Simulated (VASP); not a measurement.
Band structure of HgTe (zinc blende). Method: r2SCAN+rVV10, VASP's PBE PAW potentials (set 64) (plane waves; VASP).

Unless said otherwise, spin-orbit coupling is left out, though it shifts the bands of the heavy elements here.

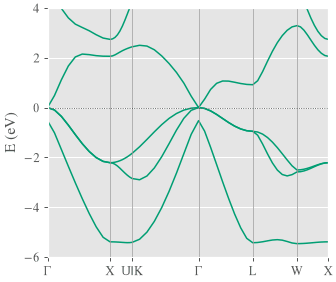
Bands along high-symmetry lines, zero at the valence-band maximum or, without a gap, the Fermi level

Problem. Read the plot: is there a gap, and where are the band edges?

Solution. It has no gap at this level: it comes out as a metal or semimetal.

The compound is HgTe in the zinc blende structure. It was relaxed first.
